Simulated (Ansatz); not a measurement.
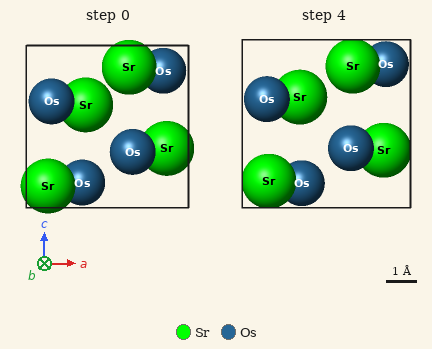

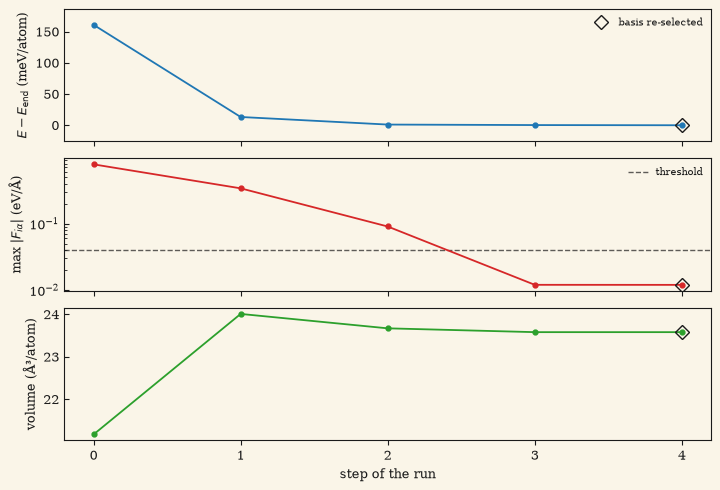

First and last geometry of a relaxation of crystalline SrOs (built on the FeSi (B20)_198 type) (coarse preliminary run), with the history of the run. The picture is a spheres-only view of the cell of the calculation, seen along the b axis.

Case: FeSi (B20) type (P2_13, No. 198).

All numbers below come from DFT PBE, scalar-relativistic, plane waves, PAW (Ansatz 0.2.0).

The input:
```yaml
crystal:
  lattice:
    - [5.532831799, 0.0, 0.0]
    - [0.0, 5.532831799, 0.0]
    - [0.0, 0.0, 5.532831799]
  atoms:
    - { symbol: Sr, position: [0.134, 0.134, 0.134] }
    - { symbol: Sr, position: [0.366, 0.866, 0.634] }
    - { symbol: Sr, position: [0.634, 0.366, 0.866] }
    - { symbol: Sr, position: [0.866, 0.634, 0.366] }
    - { symbol: Os, position: [0.8445, 0.8445, 0.8445] }
    - { symbol: Os, position: [0.6555, 0.1555, 0.3445] }
    - { symbol: Os, position: [0.3445, 0.6555, 0.1555] }
    - { symbol: Os, position: [0.1555, 0.3445, 0.6555] }
basis:
  ecutwfc: 420
kpoints:
  mp_grid: { grid: [4, 4, 4] }
hamiltonian:
  xc: pbe
scf:
  occupations: { method: gaussian, width: 0.1 }
  lower_state_search: "off"
output:
  forces: true
  stress: true
  eigenvalues: true
relax:
  adjacent_minimum: "off"
  f_tol: 0.04
  max_steps: 70
  cell: { stress_tol: 0.4 }
```

Launched with:
```bash
ansatz run input.yaml --threads 1 --pin off --max-ram 2560MiB --backend cpu --events-out ev --progress --plain --runs-dir out
```

Q: Read the history and describe the run.

A: It converged. After 3 accepted moves (4 points after the start) the energy has fallen by 161 meV per atom. Largest force component: 0.78 eV/Å at the start, 0.012 eV/Å at the end. Pressure: 9.57 GPa at the start and 0.19 GPa at the end. The SCF was repeated once at an unchanged geometry on a basis and grid sized afresh for the cell, which shifted the energy by 0.3 meV per atom at most. The largest moves relative to the cell, 0.24 Å, are those of Sr1, Sr2, Sr3 and Sr4. Sr2 goes along [−1 −1 1]. By element the largest moves are Sr 0.24 Å, Os 0.09 Å. The drawn cell changes as follows: a = b = c 5.533 → 5.735 Å (+3.7 %); the volume changes by +11.4 %. Some distances before and after: Sr1–Os6 2.895 → 3.144 Å, Sr1–Os5 2.774 → 3.020 Å, Sr1–Sr2 3.391 → 3.553 Å, Sr1–Os6 (another image) 3.114 → 3.017 Å. The space group stays P2_13 (No. 198).
